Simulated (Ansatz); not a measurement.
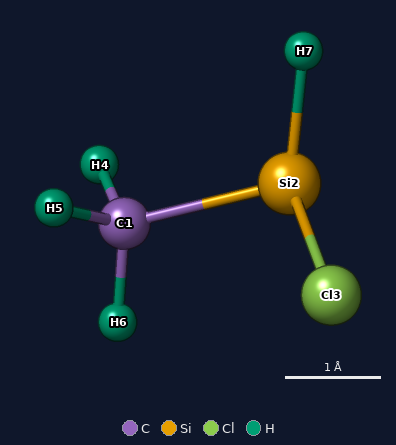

The starting structure (ball-and-stick view, seen at a tilt; atoms are numbered from 1 in the order of the input). Bond lengths as drawn: Cl–Si 2.04 Å, C–H 1.09 Å, C–Si 1.90 Å and H–Si 1.46 Å.

**Run report: CH4ClSi, geometry relaxation**

The run: geometry relaxation of CH4ClSi, multiplicity 2. Method and program: UKS B3LYP/def2-SVP (Ansatz 0.2.0).

It belongs to a series of runs on one base structure; here: end point A relaxed. Figures and captions count atoms from 1; the log counts them from 0 in places.

### Log
```
The last accepted step is kept in [file] (removed where the run ends without a failure and the disk answers)
Engine: ansatz 0.2.0, aarch64-unknown-linux-gnu
Functional definition: B3LYP
  parameter a0 = 0.2
  parameter ax = 0.72
  parameter ac = 0.81
  exchange = (1 - a0 - ax)*slater_x + ax*b88_x + a0*exact_x
  correlation = (1 - ac)*vwn_rpa_c + ac*lyp_c
726 factors; integrals over basis functions are off by at most 3.3e-4 eV
mean field evaluation 1: about -21491.3537 eV, gradient 3.2e1 eV
mean field evaluation 2: about -21487.9554 eV, gradient 3.8e1 eV
mean field evaluation 4: about -21496.3597 eV, gradient 1.1e0 eV
mean field evaluation 8: about -21496.3687 eV, gradient 1.4e-2 eV
mean field -21496.36869977 eV, -789.9769789545 hartree, gradient 6.9e-5 eV, S^2 0.751182; 0 other end points of the search recorded, 0 dependent functions left out
the calculation of the forces begins
reference -21496.36891797 eV, -789.9769869731 hartree; 21, 20 occupied and 49, 50 virtual orbitals, 726 factors
relax step   1: F+E_penalty+E_count = -21496.36869977 eV  Δ(F+E_penalty+E_count) = +0.000e0 eV  max|allowed force component| = 1.003e0 eV/Å  Δτ_max = 0.0000 Å  (26 SCF iters, accepted)
these checks for a lower state are left out or cut short: starts, cluster_reference, orbital_swaps, neighbouring_geometries, increment
726 factors; integrals over basis functions are off by at most 3.5e-4 eV
mean field evaluation 16: about -21496.4012 eV, gradient 2.1e0 eV
mean field -21496.42524911 eV, -789.9790571045 hartree, gradient 3.8e-5 eV, S^2 0.751202; 0 other end points of the search recorded, 0 dependent functions left out
the calculation of the forces begins
reference -21496.42546854 eV, -789.9790651684 hartree; 21, 20 occupied and 49, 50 virtual orbitals, 726 factors
relax step   2: F+E_penalty+E_count = -21496.42524911 eV  Δ(F+E_penalty+E_count) = -5.655e-2 eV  max|allowed force component| = 2.044e-1 eV/Å  Δτ_max = 0.0469 Å  (27 SCF iters, accepted)
these checks for a lower state are left out or cut short: starts, cluster_reference, orbital_swaps, neighbouring_geometries, increment
726 factors; integrals over basis functions are off by at most 3.5e-4 eV
mean field -21496.42812158 eV, -789.9791626659 hartree, gradient 8.8e-6 eV, S^2 0.751203; 0 other end points of the search recorded, 0 dependent functions left out
the calculation of the forces begins
reference -21496.42834124 eV, -789.9791707381 hartree; 21, 20 occupied and 49, 50 virtual orbitals, 726 factors
relax step   3: F+E_penalty+E_count = -21496.42812158 eV  Δ(F+E_penalty+E_count) = -2.872e-3 eV  max|allowed force component| = 3.808e-2 eV/Å  Δτ_max = 0.0142 Å  (26 SCF iters, accepted)
these checks for a lower state are left out or cut short: starts, cluster_reference, orbital_swaps, neighbouring_geometries, increment
726 factors; integrals over basis functions are off by at most 3.5e-4 eV
mean field -21496.42825255 eV, -789.9791674787 hartree, gradient 6.8e-5 eV, S^2 0.751203; 0 other end points of the search recorded, 0 dependent functions left out
the calculation of the forces begins
reference -21496.42847215 eV, -789.9791755488 hartree; 21, 20 occupied and 49, 50 virtual orbitals, 726 factors
relax step   4: F+E_penalty+E_count = -21496.42825255 eV  Δ(F+E_penalty+E_count) = -1.310e-4 eV  max|allowed force component| = 1.212e-2 eV/Å  Δτ_max = 0.0057 Å  (21 SCF iters, accepted)
726 factors; integrals over basis functions are off by at most 3.5e-4 eV
mean field evaluation 32: about -21496.4283 eV, gradient 6.8e-5 eV
```

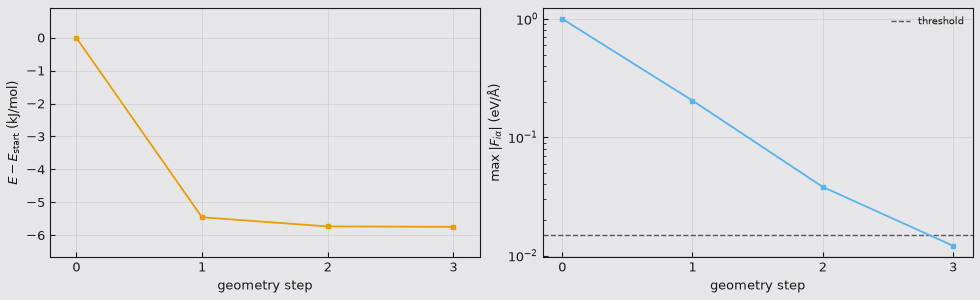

Progress of the relaxation, step by step (the first geometry is step 0 here and step 1 in the log).

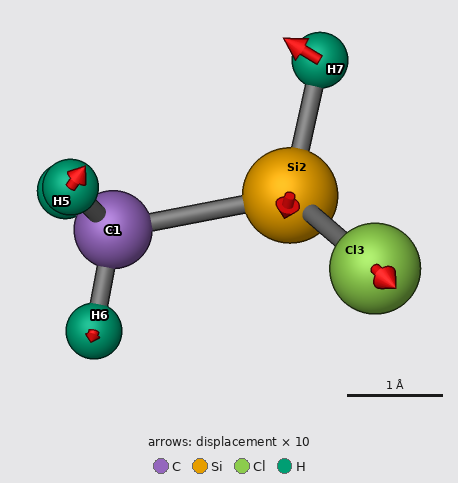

The starting structure with the displacements as red arrows, magnified 10 times (ball-and-stick view, seen at a tilt). The two geometries are laid on each other by the best rigid fit. The energy falls by 5.75 kJ/mol in 3 geometry steps. The largest force component goes from 1 to 0.012 eV/Å. H7 moves most after the best rigid fit: 0.046 Å. By element the largest moves are H 0.046 Å, Cl 0.043 Å, Si 0.035 Å, C 0.003 Å. Among the contacts that change: Si2–Cl3 2.039 → 2.095 Å, Si2–H7 1.459 → 1.499 Å, C1–H4 1.085 → 1.102 Å, C1–Si2 1.898 → 1.887 Å. Among the angles that change: C1–Si2–H7 113.4° → 111.1°. (Atoms are counted from 1 in the order of the input.)

```
mean field -21496.42825255 eV, -789.9791674787 hartree, gradient 6.8e-5 eV, S^2 0.751203; 1 other end points of the search recorded, 0 dependent functions left out
the calculation of the forces begins
reference -21496.42847215 eV, -789.9791755488 hartree; 21, 20 occupied and 49, 50 virtual orbitals, 726 factors
Total energy: -21496.42847215 eV, -789.9791755488 hartree
Atom 0 at    -0.640752     0.468987    -0.331767 Å, force     0.010460    -0.012117    -0.002338 eV/Å
Atom 1 at     1.017275    -0.398864    -0.088133 Å, force    -0.006221     0.002435     0.005529 eV/Å
Atom 2 at     0.695058    -2.339014     0.633670 Å, force     0.001749     0.003707    -0.002042 eV/Å
Atom 3 at    -0.478215     1.498493    -0.690493 Å, force    -0.000621    -0.001374     0.001589 eV/Å
Atom 4 at    -1.190980     0.512361     0.623823 Å, force     0.000254     0.002568    -0.001664 eV/Å
Atom 5 at    -1.262694    -0.064260    -1.066941 Å, force    -0.002310     0.005680     0.002154 eV/Å
Atom 6 at     1.860298     0.322297     0.919842 Å, force    -0.003309    -0.000899    -0.003228 eV/Å
Dipole moment:    -0.123145     0.343307    -0.118420 e Å
```

### Trajectory as extended XYZ (Å, eV, eV/Å), 4 frames, from step=1 to step=4
```
7
Properties=species:S:1:pos:R:3:forces:R:3 step=1 energy=-21496.36870
C    -0.6431    0.4685   -0.3304    0.4689  -0.2592   0.2025
Si    1.0218   -0.4008   -0.0533   -0.3854   0.5799  -1.0026
Cl    0.6989   -2.2964    0.6261   -0.1540  -0.9354   0.3639
H    -0.4993    1.4848   -0.6835    0.1591   0.5346  -0.1916
H    -1.2087    0.5145    0.5992   -0.2296   0.0002   0.4616
H    -1.2529   -0.0565   -1.0610   -0.1922  -0.3071  -0.3436
H     1.8832    0.2860    0.9030    0.3332   0.3871   0.5097
7
Properties=species:S:1:pos:R:3:forces:R:3 step=2 energy=-21496.42525
C    -0.6391    0.4738   -0.3284    0.1208  -0.1625   0.0004
Si    1.0209   -0.4009   -0.0870   -0.2044  -0.0425  -0.1079
Cl    0.6962   -2.3422    0.6358    0.0049   0.0377  -0.0136
H    -0.4852    1.4996   -0.6880    0.0528   0.1284  -0.0484
H    -1.1962    0.5157    0.6194   -0.0272  -0.0075   0.1058
H    -1.2511   -0.0644   -1.0631   -0.0892  -0.0401  -0.0828
H     1.8545    0.3184    0.9112    0.1423   0.0864   0.1466
7
Properties=species:S:1:pos:R:3:forces:R:3 step=3 energy=-21496.42812
C    -0.6421    0.4693   -0.3322    0.0381  -0.0231   0.0085
Si    1.0183   -0.3968   -0.0870   -0.0329  -0.0247  -0.0087
Cl    0.6938   -2.3378    0.6345    0.0061   0.0176  -0.0070
H    -0.4800    1.4988   -0.6901   -0.0033   0.0096  -0.0017
H    -1.1928    0.5111    0.6230   -0.0033   0.0050   0.0018
H    -1.2629   -0.0645   -1.0682    0.0057   0.0045   0.0044
H     1.8655    0.3200    0.9200   -0.0103   0.0111   0.0026
7
Properties=species:S:1:pos:R:3:forces:R:3 step=4 energy=-21496.42825
C    -0.6408    0.4690   -0.3318    0.0105  -0.0121  -0.0023
Si    1.0173   -0.3989   -0.0881   -0.0062   0.0024   0.0055
Cl    0.6951   -2.3390    0.6337    0.0017   0.0037  -0.0020
H    -0.4782    1.4985   -0.6905   -0.0006  -0.0014   0.0016
H    -1.1910    0.5124    0.6238    0.0003   0.0026  -0.0017
H    -1.2627   -0.0643   -1.0669   -0.0023   0.0057   0.0022
H     1.8603    0.3223    0.9198   -0.0033  -0.0009  -0.0032
```

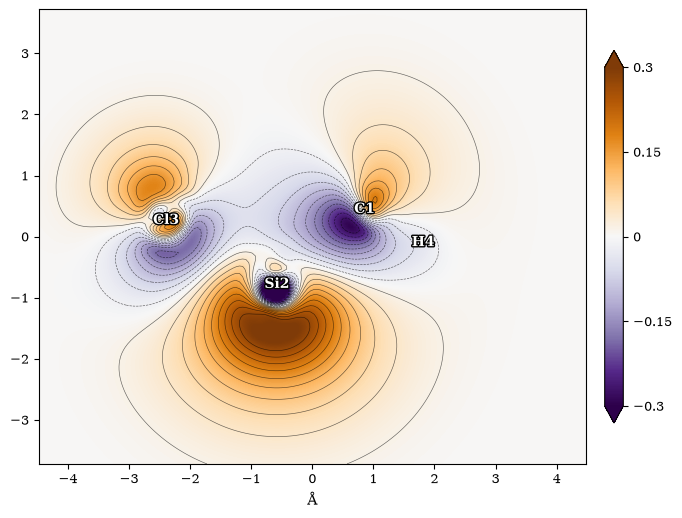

One frontier orbital on the plane of atoms C1, Si2 and Cl3 (values in Å⁻³ᐟ²; the overall sign is arbitrary). The LUMO (β), at −2.77 eV. Its weight (Hirshfeld) is mainly on Si2 (70 %) and Cl3 (10 %).

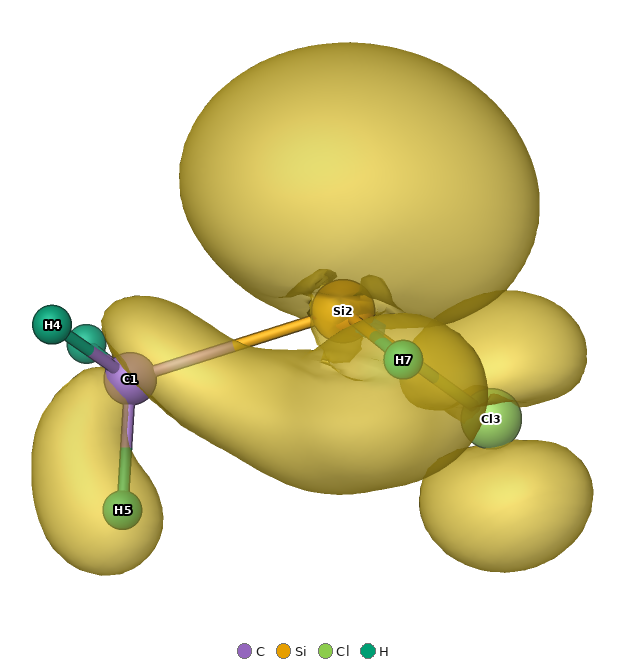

Isosurfaces of the spin density (α minus β) at +0.01 (yellow) and −0.01 e/Å³ (cyan), seen from the side. The unpaired spin (1 electron) lies mostly on Si2 (about 0.7) and Cl3 (about 0.1), in electrons by Hirshfeld's partition.

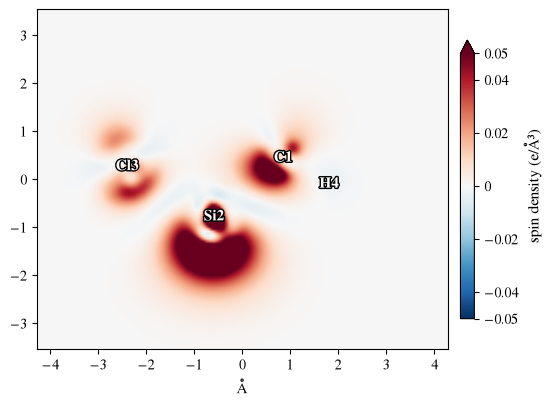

Spin density on the plane of atoms Si2, C1 and H4. The section cuts through C, Si, Cl and H sites. The unpaired spin (1 electron) lies mostly on Si2 (about 0.7) and Cl3 (about 0.1), in electrons by Hirshfeld's partition.

The run was set up as follows.

### Input file
```yaml
crystal:
  periodic: [false, false, false]
  atoms:
    - { symbol: C, position_ang: [-0.64305, 0.46848, -0.33042] }
    - { symbol: Si, position_ang: [1.0218, -0.40085, -0.05334] }
    - { symbol: Cl, position_ang: [0.69886, -2.29637, 0.62608] }
    - { symbol: H, position_ang: [-0.49925, 1.48481, -0.68351] }
    - { symbol: H, position_ang: [-1.20871, 0.51447, 0.59923] }
    - { symbol: H, position_ang: [-1.25288, -0.05651, -1.06101] }
    - { symbol: H, position_ang: [1.88322, 0.28597, 0.90297] }
magnetization:
  spin_polarized: true
  initial_magnetization: 1
basis:
  gaussian: { orbitals: def2-SVP }
hamiltonian:
  xc: b3lyp
relax:
  f_tol: 0.015
  max_steps: 40
output:
  orbitals: {}
```

Run as:
```bash
ansatz run input.yaml --threads 1 --pin off --max-ram 2048MiB --backend cpu --events-out ev --progress --plain --runs-dir out
```

### Summary

```csv
quantity,value
outcome,converged
total energy,−21496.4285 eV
mean-field energy,−21496.4285 eV
⟨S²⟩,0.751
largest force (length of the vector) at the end,0.016 eV/Å
hardware,"1 thread of Arm Neoverse V1, 24 GiB of memory available, shared host"
wall time,17 s
peak memory,0.17 GiB
```
